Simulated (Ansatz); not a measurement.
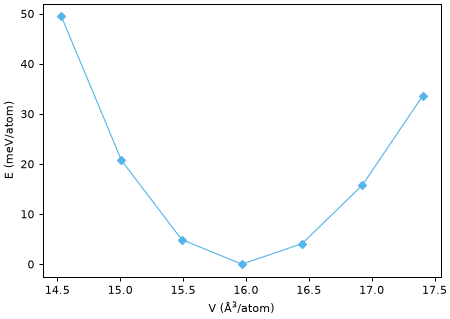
*SnO in space group P4_2/mmc (No. 131; Sn on 2c, O on 2e) under volume change, plane-wave PAW r²SCAN (Ansatz code), shape and atoms relaxed at each volume.*

Problem. What does a third-order Birch–Murnaghan fit give for V₀, B₀ and B′?

Solution. V₀ = 15.97 Å³/atom, B₀ = 100 GPa, B′ = 5.2.

The cell is a constructed one: a structure type filled with these elements; neither database checked (COD, Materials Project) lists it. It is not the phase usual at ambient conditions (space group No. 129). The cell was relaxed with r²SCAN under the symmetry of its start; its stability against distortions is not shown here. Scalar-relativistic: spin–orbit coupling is off unless named, which matters more the heavier the elements.

Potentials: the later of the program's two PAW sets.
